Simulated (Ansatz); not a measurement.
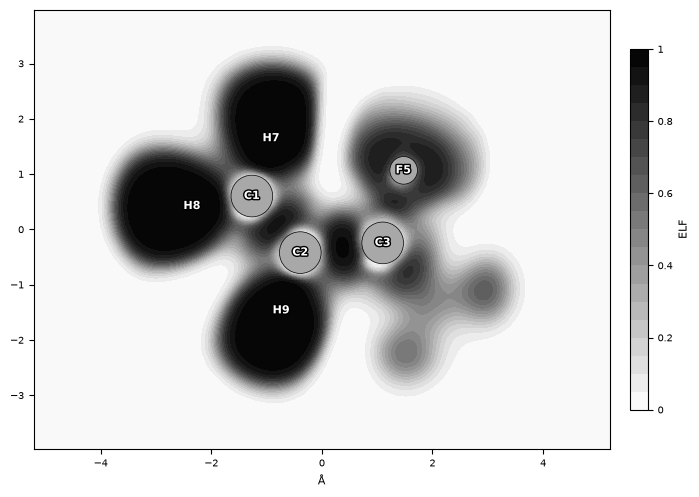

The picture shows: C₃H₆FNTe. ELF on the plane of atoms C1, C2 and H9. Grey discs cover the atomic cores.

Core potentials replace the inner electrons of Te.

These are results of RKS BLYP/def2-SVP (Ansatz 0.2.0), not measurements.

```xyz
12

C    -1.3701   -1.6128   -0.3744
C    -0.6423   -0.7586    0.3695
C     0.3790    0.1830   -0.1983
N     1.5952    0.2038    0.5221
F     0.6501   -0.0739   -1.5266
Te   -0.7866    2.2917   -0.2165
H    -1.2384   -1.6706   -1.4646
H    -2.1154   -2.2750    0.0895
H    -0.7806   -0.6944    1.4613
H     2.2485    0.9227    0.1910
H     1.4570    0.2999    1.5333
H     0.6807    3.1289   -0.3523
```

> Describe what can be read from this map.

Atoms in the plane: C, F and H. C–C (1.35 Å): the ELF peaks at about 0.90 between the atoms, as expected for localised, covalent bonding. C–F (1.38 Å): the ELF peaks at about 0.85 between the atoms, as expected for a shared but strongly polarised pair. C–C (1.50 Å): the ELF peaks at about 0.95 between the atoms: a covalent bond. C–H (1.10 Å): the ELF climbs to about 1 towards the hydrogen, as it does in any bond to H: a covalent bond by its length. The ELF also peaks beside F5, away from the bonds: lone-pair regions.
